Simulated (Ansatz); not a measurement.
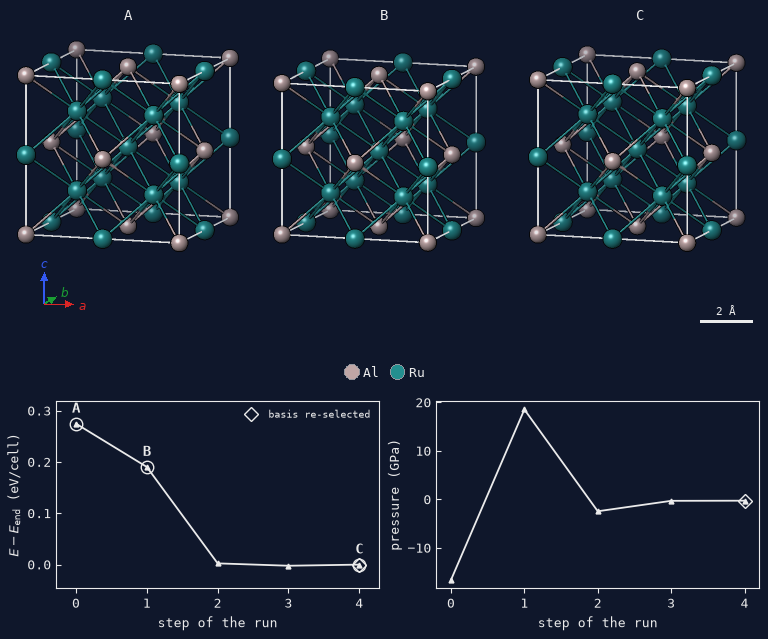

Frames of a relaxation of crystalline AlRu3 (a generated structure, set up in Fm-3m) (coarse preliminary run), marked on the history of the run. A ball-and-stick model of the conventional cell (4 times the calculation's cell), seen slightly off an axis. Lengths and directions refer to the drawn axes.

Level of theory: DFT PBE, scalar-relativistic, plane waves, PAW in Ansatz 0.2.0.

Input file:
```yaml
crystal:
  lattice:
    - [0.0, 3.12149489, 3.12149489]
    - [3.12149489, 0.0, 3.12149489]
    - [3.12149489, 3.12149489, 0.0]
  atoms:
    - { symbol: Al, position: [0.0, 0.0, 0.0] }
    - { symbol: Ru, position: [0.25, 0.25, 0.25] }
    - { symbol: Ru, position: [0.75, 0.75, 0.75] }
    - { symbol: Ru, position: [0.5, 0.5, 0.5] }
basis:
  ecutwfc: 420
kpoints:
  mp_grid: { grid: [6, 6, 6] }
hamiltonian:
  xc: pbe
scf:
  occupations: { method: gaussian, width: 0.1 }
  lower_state_search: "off"
output:
  forces: true
  stress: true
  eigenvalues: true
relax:
  adjacent_minimum: "off"
  f_tol: 0.04
  max_steps: 70
  cell: { stress_tol: 0.4 }
```

Run as
```bash
ansatz run input.yaml --threads 1 --pin off --max-ram 2560MiB --backend cpu --events-out ev --progress --plain --runs-dir out
```

Q: Describe the path.

A: After 3 accepted moves (4 points after the start) the energy has fallen by 0.275 eV per cell of the calculation. All forces vanish by symmetry, so only the cell relaxes. Pressure: −16.61 GPa at the start and −0.26 GPa at the end. At 1 point the geometry stayed and the basis and grid were re-selected for the new cell (energy shift of 2.2 meV per cell of the calculation at most each time). No atom moves by more than 0.005 Å relative to the cell. The drawn cell changes as follows: a = b = c 6.243 → 6.073 Å (−2.7 %); the volume changes by −7.9 %. Some distances before and after: Al1–Ru2 2.703 → 2.630 Å, Ru2–Ru4 2.703 → 2.630 Å. The space group stays Fm-3m (No. 225). From step 0 to 1: volume −13.9 %, energy −84.4 meV per cell of the calculation. From step 1 to 4: volume +6.9 %, energy −0.190 eV per cell of the calculation.
